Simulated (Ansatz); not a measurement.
Partial pair distribution functions of a relaxed model of amorphous Zr20O43La2, broadened by 0.06 Å; density 5.43 g/cm³. Level of theory: PBE, scalar-relativistic without spin-orbit coupling (plane waves to 420 eV, PAW; Ansatz, a first-principles code).

It comes from a melt-quench run on a machine-learned potential (CHGNet), relaxed afterwards by DFT. O atoms were pushed apart under 1.9 Å during the dynamics, to hinder bonds among them. The hot cell started wider than the set density and was brought back towards it in steps. It is the lowest in DFT energy of 2 quenches. It is a model cell: composition and starting density were chosen by hand, and all elements were melted together. No dispersion term was used. Its density started from a set value of 5.43 and ended at 5.43 g/cm³. Cooling (nominally 380 K/ps over its main leg) ran many orders faster than in experiment, which tends to leave more defects and strain. A cell of this size samples the disorder only roughly. The volume was held where the preparation left it, at a PBE pressure of -2.4 GPa (tension). Stress components on the final sampling reach 3.4 GPa.

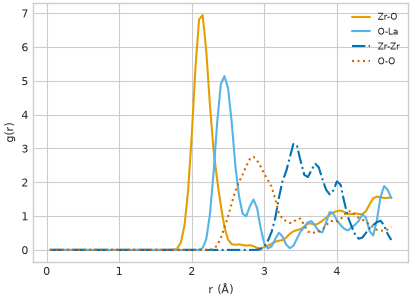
Fig. 1. Partial pair distribution functions

Highest peaks under 4.5 Å: Zr-O near 2.15 Å, O-La near 2.45 Å, Zr-Zr near 3.40 Å, O-O near 2.85 Å; pairs of few atoms are noisy.

Within 2.88 Å each Zr has 6.55 O neighbours on average.
